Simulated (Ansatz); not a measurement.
# Geometry relaxation of BH₂F₂ (part 2 of 2)

BH₂F₂, multiplicity 2; UKS B3LYP-D4/def2-SVP (Ansatz 0.2.0). It belongs to a series of runs on one base structure; here: end point B relaxed.

Geometry of the input (Å):
```
B  -0.0000  -0.0000  -0.4011
F  0.0005  0.0006  2.1187
H  1.0982  -0.0001  -0.8857
H  -1.0983  -0.0001  -0.8855
F  -0.0004  -0.0004  3.4436
```

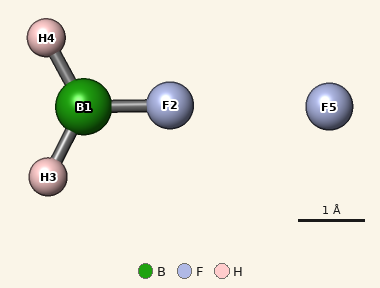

*The geometry at step 13 of the log (ball-and-stick view, seen on its broad side; atoms are numbered from 1 in the order of the input).*

**Trajectory as extended XYZ (Å, eV, eV/Å), 25 frames, from step=1 to step=25**
```
5
Properties=species:S:1:pos:R:3:forces:R:3 step=1 energy=-6129.62943
B     0.0000    0.0000   -0.4011    0.0005   0.0010   0.0433
F     0.0005    0.0006    2.1187    0.0034   0.0036  -5.5530
H     1.0982   -0.0001   -0.8857   -0.0278  -0.0003  -0.0090
H    -1.0983   -0.0001   -0.8855    0.0276  -0.0003  -0.0089
F    -0.0004   -0.0004    3.4436   -0.0037  -0.0040   5.5276
5
Properties=species:S:1:pos:R:3:forces:R:3 step=2 energy=-6129.94983
B     0.0002    0.0004   -0.4004   -0.0013  -0.0035   0.2350
F    -0.0011   -0.0012    2.0852   -0.0023  -0.0023  -3.7561
H     1.0959    0.0000   -0.8890   -0.0002   0.0011   0.1108
H    -1.0956    0.0000   -0.8887    0.0003   0.0011   0.1102
F     0.0007    0.0008    3.4829    0.0034   0.0037   3.3001
5
Properties=species:S:1:pos:R:3:forces:R:3 step=3 energy=-6130.80567
B     0.0004    0.0007   -0.3235   -0.0107  -0.0178   1.6400
F    -0.0049   -0.0054    1.8910   -0.0048  -0.0059  -5.3581
H     1.0913    0.0005   -0.8200    0.0518   0.0042   0.4621
H    -1.0903    0.0005   -0.8203   -0.0503   0.0042   0.4580
F     0.0035    0.0037    3.4628    0.0140   0.0153   2.7981
5
Properties=species:S:1:pos:R:3:forces:R:3 step=4 energy=-6132.33529
B     0.0004    0.0000   -0.2581   -0.0215  -0.0191   3.7695
F    -0.0068   -0.0076    1.6963    0.0053   0.0022  -6.5810
H     1.0861    0.0009   -0.7694    0.0256   0.0008   0.5789
H    -1.0849    0.0009   -0.7702   -0.0243   0.0008   0.5702
F     0.0053    0.0057    3.4915    0.0149   0.0152   1.6624
5
Properties=species:S:1:pos:R:3:forces:R:3 step=5 energy=-6134.03961
B     0.0000   -0.0005   -0.1694   -0.0272  -0.0234   4.3695
F    -0.0065   -0.0073    1.5014    0.0238   0.0183  -6.1651
H     1.0737    0.0009   -0.7407   -0.2035   0.0003   0.6795
H    -1.0728    0.0009   -0.7417    0.2018   0.0003   0.6645
F     0.0056    0.0060    3.5404    0.0052   0.0045   0.4516
5
Properties=species:S:1:pos:R:3:forces:R:3 step=6 energy=-6135.38806
B    -0.0004   -0.0010   -0.0727   -0.0206  -0.0114   0.9124
F    -0.0061   -0.0069    1.3064    0.0219   0.0100  -2.4723
H     1.0603    0.0008   -0.7060   -0.3637   0.0001   0.7224
H    -1.0597    0.0008   -0.7074    0.3604   0.0001   0.7005
F     0.0059    0.0063    3.5696    0.0020   0.0012   0.1371
5
Properties=species:S:1:pos:R:3:forces:R:3 step=7 energy=-6135.51574
B    -0.0029   -0.0021   -0.1223    0.0123   0.0060   0.2255
F    -0.0117   -0.0097    1.2055   -0.0012  -0.0007  -0.3175
H     1.0581    0.0018   -0.6900    0.1166  -0.0027   0.0609
H    -1.0558    0.0018   -0.7038   -0.1285  -0.0027   0.0543
F     0.0124    0.0081    3.7006    0.0008   0.0001  -0.0232
5
Properties=species:S:1:pos:R:3:forces:R:3 step=8 energy=-6135.51898
B    -0.0027    0.0016   -0.1198   -0.0004  -0.0568  -0.1477
F    -0.0128   -0.0110    1.1992   -0.0016   0.0157   0.0871
H     1.0684    0.0006   -0.6783   -0.0154   0.0204   0.0399
H    -1.0660    0.0005   -0.6935    0.0163   0.0204   0.0381
F     0.0131    0.0082    3.6824    0.0010   0.0003  -0.0175
5
Properties=species:S:1:pos:R:3:forces:R:3 step=9 energy=-6135.51759 accepted=F
B    -0.0029   -0.0144   -0.1194   -0.0039   0.2253  -0.0671
F    -0.0144   -0.0013    1.2003   -0.0014  -0.0658   0.0747
H     1.0722    0.0048   -0.6697   -0.0330  -0.0796   0.0024
H    -1.0692    0.0046   -0.6869    0.0370  -0.0796   0.0010
F     0.0143    0.0062    3.6656    0.0013  -0.0003  -0.0110
5
Properties=species:S:1:pos:R:3:forces:R:3 step=10 energy=-6135.51954
B    -0.0028   -0.0017   -0.1207   -0.0014  -0.0006  -0.0115
F    -0.0135   -0.0105    1.2004   -0.0012  -0.0004   0.0097
H     1.0696    0.0019   -0.6740   -0.0018   0.0004   0.0093
H    -1.0668    0.0018   -0.6901    0.0032   0.0004   0.0071
F     0.0136    0.0084    3.6743    0.0012   0.0002  -0.0146
5
Properties=species:S:1:pos:R:3:forces:R:3 step=11 energy=-6135.51976
B    -0.0029   -0.0025   -0.1170   -0.0020   0.0124   0.0011
F    -0.0142   -0.0113    1.2043   -0.0011  -0.0044   0.0034
H     1.0703    0.0025   -0.6685   -0.0040  -0.0041   0.0020
H    -1.0673    0.0024   -0.6853    0.0057  -0.0042  -0.0008
F     0.0140    0.0088    3.6565    0.0014   0.0003  -0.0057
5
Properties=species:S:1:pos:R:3:forces:R:3 step=12 energy=-6135.51981
B    -0.0029   -0.0021   -0.1144   -0.0018   0.0038   0.0015
F    -0.0148   -0.0127    1.2069   -0.0012  -0.0021  -0.0004
H     1.0703    0.0027   -0.6654    0.0000  -0.0011   0.0010
H    -1.0670    0.0027   -0.6830    0.0015  -0.0011  -0.0025
F     0.0145    0.0093    3.6458    0.0016   0.0004   0.0004
5
Properties=species:S:1:pos:R:3:forces:R:3 step=13 energy=-6135.51981
B    -0.0030   -0.0019   -0.1143   -0.0019   0.0002   0.0010
F    -0.0153   -0.0132    1.2069   -0.0012  -0.0010  -0.0007
H     1.0703    0.0028   -0.6652    0.0008   0.0002   0.0015
H    -1.0669    0.0028   -0.6833    0.0006   0.0002  -0.0021
F     0.0149    0.0095    3.6459    0.0017   0.0004   0.0004
5
Properties=species:S:1:pos:R:3:forces:R:3 step=14 energy=-6135.51983
B    -0.0034   -0.0014   -0.1143   -0.0023  -0.0108   0.0019
F    -0.0181   -0.0159    1.2069   -0.0011   0.0020  -0.0025
H     1.0705    0.0034   -0.6637    0.0034   0.0041   0.0027
H    -1.0661    0.0033   -0.6852   -0.0020   0.0041  -0.0021
F     0.0171    0.0106    3.6463    0.0020   0.0005   0.0001
5
Properties=species:S:1:pos:R:3:forces:R:3 step=15 energy=-6135.51988
B    -0.0049   -0.0008   -0.1140   -0.0036  -0.0322   0.0035
F    -0.0278   -0.0245    1.2071   -0.0013   0.0078  -0.0089
H     1.0716    0.0056   -0.6579    0.0095   0.0118   0.0068
H    -1.0638    0.0055   -0.6916   -0.0076   0.0117  -0.0011
F     0.0249    0.0143    3.6463    0.0030   0.0008  -0.0003
5
Properties=species:S:1:pos:R:3:forces:R:3 step=16 energy=-6135.51432 accepted=F
B    -0.0275    0.0060   -0.1081   -0.1241  -0.3666   0.4252
F    -0.1770   -0.1548    1.2107    0.0821   0.1659  -0.6591
H     1.0887    0.0398   -0.5682   -0.0036   0.1001   0.1422
H    -1.0282    0.0393   -0.7880    0.0342   0.0987   0.1222
F     0.1439    0.0696    3.6436    0.0115   0.0019  -0.0305
5
Properties=species:S:1:pos:R:3:forces:R:3 step=17 energy=-6135.52160
B    -0.0169   -0.0050   -0.1098   -0.0180  -0.0369   0.0917
F    -0.1073   -0.0833    1.2095    0.0020   0.0132  -0.1577
H     1.0837    0.0244   -0.6045   -0.0049   0.0110   0.0458
H    -1.0468    0.0237   -0.7394    0.0104   0.0104   0.0252
F     0.0875    0.0402    3.6342    0.0106   0.0023  -0.0050
5
Properties=species:S:1:pos:R:3:forces:R:3 step=18 energy=-6135.52207
B    -0.0233   -0.0052   -0.1045   -0.0454  -0.0911   0.2341
F    -0.1487   -0.1175    1.2142    0.0221   0.0435  -0.3571
H     1.0878    0.0344   -0.5747   -0.0020   0.0229   0.0773
H    -1.0362    0.0333   -0.7614    0.0107   0.0214   0.0519
F     0.1204    0.0550    3.6164    0.0145   0.0033  -0.0062
5
Properties=species:S:1:pos:R:3:forces:R:3 step=19 energy=-6135.52264
B    -0.0245   -0.0069   -0.1038   -0.0433  -0.0638   0.2563
F    -0.1561   -0.1187    1.2144    0.0213   0.0351  -0.3590
H     1.0881    0.0359   -0.5681    0.0130   0.0135   0.0690
H    -1.0338    0.0340   -0.7646   -0.0062   0.0119   0.0398
F     0.1264    0.0557    3.6122    0.0153   0.0033  -0.0061
5
Properties=species:S:1:pos:R:3:forces:R:3 step=20 energy=-6135.52976
B    -0.0410   -0.0069   -0.0914    0.0428  -0.0466   0.2988
F    -0.2457   -0.1107    1.2157   -0.0277   0.0174  -0.2305
H     1.0952    0.0424   -0.4831    0.0728   0.0153  -0.0007
H    -1.0090    0.0233   -0.8015   -0.1133   0.0105  -0.0645
F     0.2004    0.0518    3.5503    0.0254   0.0034  -0.0031
5
Properties=species:S:1:pos:R:3:forces:R:3 step=21 energy=-6135.53707
B    -0.0722   -0.0099   -0.0697    0.0091  -0.1083   1.0593
F    -0.4294   -0.1511    1.2214    0.1745   0.1015  -0.9479
H     1.1057    0.0674   -0.3204   -0.0514   0.0047   0.0279
H    -0.9522    0.0245   -0.8815   -0.1530   0.0019  -0.0944
F     0.3482    0.0691    3.4401    0.0209   0.0003  -0.0449
5
Properties=species:S:1:pos:R:3:forces:R:3 step=22 energy=-6135.57078
B    -0.0953   -0.0102   -0.0168    0.0196  -0.0086   0.1006
F    -0.5789   -0.1304    1.2117    0.0367   0.0172  -0.1253
H     1.1009    0.0632   -0.1654   -0.0587  -0.0015   0.0616
H    -0.8955    0.0155   -0.9203   -0.0054  -0.0042   0.0213
F     0.4689    0.0620    3.2808    0.0078  -0.0028  -0.0582
5
Properties=species:S:1:pos:R:3:forces:R:3 step=23 energy=-6135.58474
B    -0.1108   -0.0059    0.0326    0.0550  -0.0492  -0.1240
F    -0.6815   -0.1176    1.2214   -0.0119   0.0212  -0.0394
H     1.0951    0.0599   -0.0321   -0.1209   0.0149   0.0546
H    -0.8476    0.0079   -0.9302    0.0602   0.0138   0.1222
F     0.5448    0.0558    3.0983    0.0176  -0.0007  -0.0134
5
Properties=species:S:1:pos:R:3:forces:R:3 step=24 energy=-6135.58718
B    -0.1154   -0.0069    0.0392    0.0281  -0.0315  -0.0820
F    -0.7050   -0.1001    1.2204   -0.0105   0.0136  -0.0164
H     1.0896    0.0472   -0.0046   -0.0684   0.0111   0.0335
H    -0.8384    0.0080   -0.9313    0.0396   0.0081   0.0770
F     0.5693    0.0518    3.0662    0.0112  -0.0013  -0.0122
5
Properties=species:S:1:pos:R:3:forces:R:3 step=25 energy=-6135.58911
B    -0.1229   -0.0077    0.0495   -0.0060  -0.0015   0.0160
F    -0.7381   -0.0579    1.2211    0.0089   0.0030  -0.0164
H     1.0807    0.0208    0.0332   -0.0057   0.0012   0.0094
H    -0.8267    0.0047   -0.9303   -0.0003  -0.0014  -0.0036
F     0.6069    0.0402    3.0164    0.0031  -0.0014  -0.0054
```

**Summary**

```csv
quantity,value
outcome,converged
total energy,−6135.5893 eV
mean-field energy,−6135.5364 eV
⟨S²⟩,0.751
largest force (length of the vector) at the end,0.019 eV/Å
hardware,"1 thread of Arm Neoverse V2, 24 GiB of memory available, shared host"
wall time,74 s
peak memory,0.12 GiB
```
